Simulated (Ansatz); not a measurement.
# CH2F2Ge (SMILES [CH2][Ge+]([F])[F]) (charge +1, doublet): what the fields show

The calculation's input:

```
crystal:
  periodic: [false, false, false]
  atoms:
    - symbol: C
      position_ang: [-0.145802, 2.083880, -0.187367]
    - symbol: F
      position_ang: [1.507766, -0.515565, 0.602755]
    - symbol: F
      position_ang: [-1.260066, -0.875415, 0.154683]
    - symbol: Ge
      position_ang: [0.033389, 0.236620, 0.188929]
    - symbol: H
      position_ang: [0.757926, 2.715807, -0.136595]
    - symbol: H
      position_ang: [-1.148079, 2.468088, -0.445170]
basis:
  gaussian: {orbitals: def2-TZVPD}
total_charge: 1
hamiltonian: {xc: {name: PBE0}}
output: {forces: true, orbitals: {seedname: orbitals}}
magnetization: {spin_polarized: true, initial_magnetization: 1}
```

Run with:

```sh
ansatz run input.yaml --threads 1 --pin off --max-ram 2610MiB --events-out events.jsonl --progress --plain --runs-dir runs
```

Geometry: BLYP-D3(BJ)/def2-SVP.

All numbers below come from isolated molecule in a Gaussian basis; Kohn-Sham density functional theory, functional PBE0 in Ansatz.

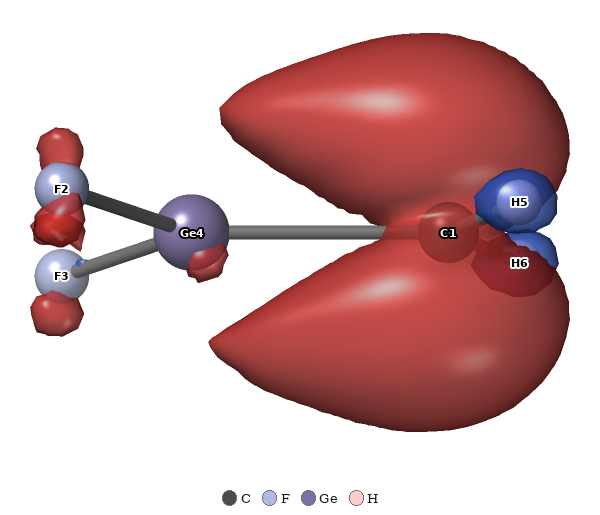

Figure 1. Isosurfaces of the spin density at +0.03 (red) and −0.03 e/Å³ (blue), seen from one side.

Question: Describe the spin distribution.

Answer: The unpaired spin (1 electron) lies mostly on C1 (about 0.7) and Ge4 (about 0.2), in electrons by Hirshfeld's partition.

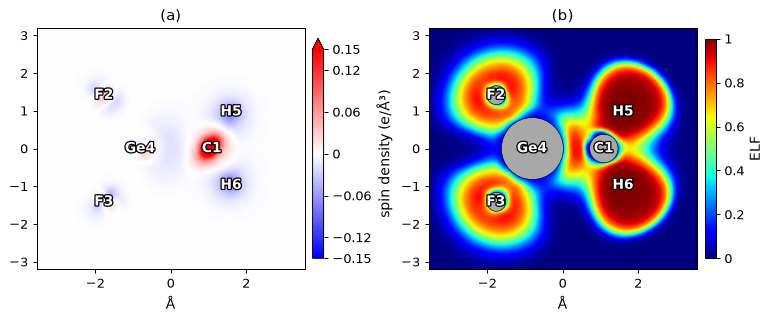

Figure 2. (a) spin density (α minus β); (b) electron localisation function on the molecular plane. Grey discs cover the atomic cores in the ELF map.

Question: What do the fields say about this system?

Answer:
- The section cuts through C, F, Ge and H sites.
- Ge–F (1.71 Å): the ELF peaks at about 0.80 in the valence shell of F, 0.5 Å from its nucleus, and is about 0.25 at the midpoint.
- C–Ge (1.89 Å): the ELF peaks at about 0.90 in the valence shell of C, 0.6 Å from its nucleus, and is about 0.60 at the midpoint.
- C–H (1.10 Å): the ELF climbs to about 1 towards the hydrogen, as it does in any bond to H (a covalent bond by its length).
- The ELF also peaks beside F3 and F2, away from the bonds: non-bonding electrons, paired or unpaired.

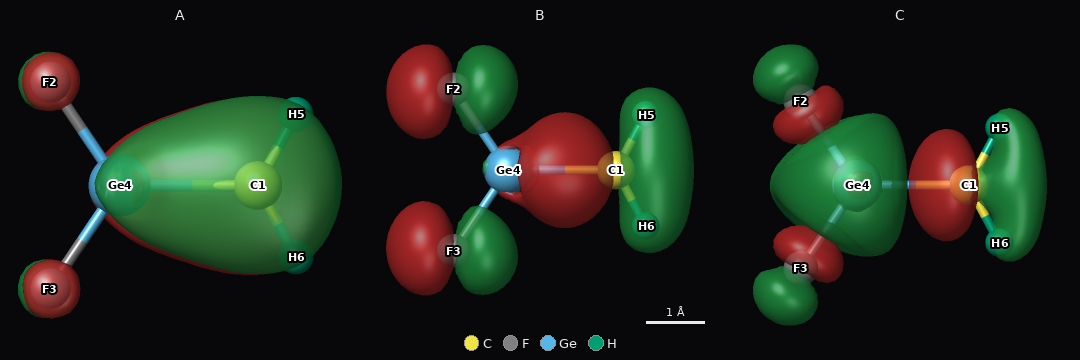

Figure 3. Three frontier orbitals at ±0.1 Å⁻³ᐟ² (green and red are the two phases), in no order.

Question: Order the three orbitals by energy and name them. All are α orbitals.

Answer: B is the HOMO−1 (α) (−17.98 eV). Its weight (Hirshfeld) is mainly on F2 (about 25 %), F3 (about 25 %), C1 (about 25 %) and Ge4 (about 15 %); it is symmetric in the molecular plane (an in-plane orbital: σ, lone-pair or in-plane π type). A is the HOMO (α) (−15.17 eV). It lies mainly on C1 (about 65 %) and Ge4 (about 20 %); it changes sign across the molecular plane (π type). C is the LUMO (α) (−8.78 eV). By Hirshfeld shares it lies mainly on Ge4 (about 50 %), C1 (about 20 %), F2 (about 15 %) and F3 (about 15 %); it is symmetric in the molecular plane (an in-plane orbital: σ, lone-pair or in-plane π type).

Question: What is the gap between the highest occupied and lowest empty α orbitals?

Answer: 6.39 eV between the orbital energies.

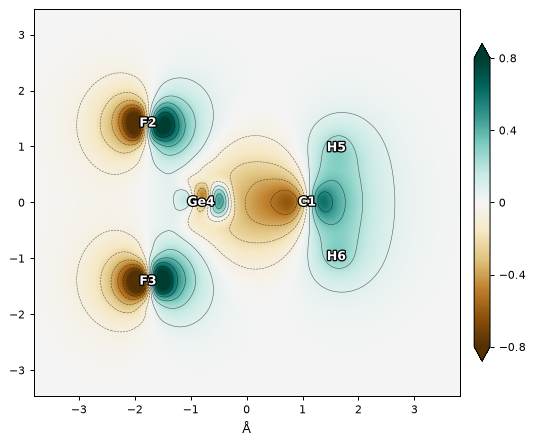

Figure 4. The HOMO (β) on the molecular plane (values in Å⁻³ᐟ²; the overall sign is arbitrary).

Question: Describe this orbital and give its energy.

Answer: It lies mainly on C1 (about 25 %), F2 (about 25 %), F3 (about 25 %) and Ge4 (about 20 %); it is symmetric in the molecular plane (an in-plane orbital: σ, lone-pair or in-plane π type). Its energy is −17.78 eV.
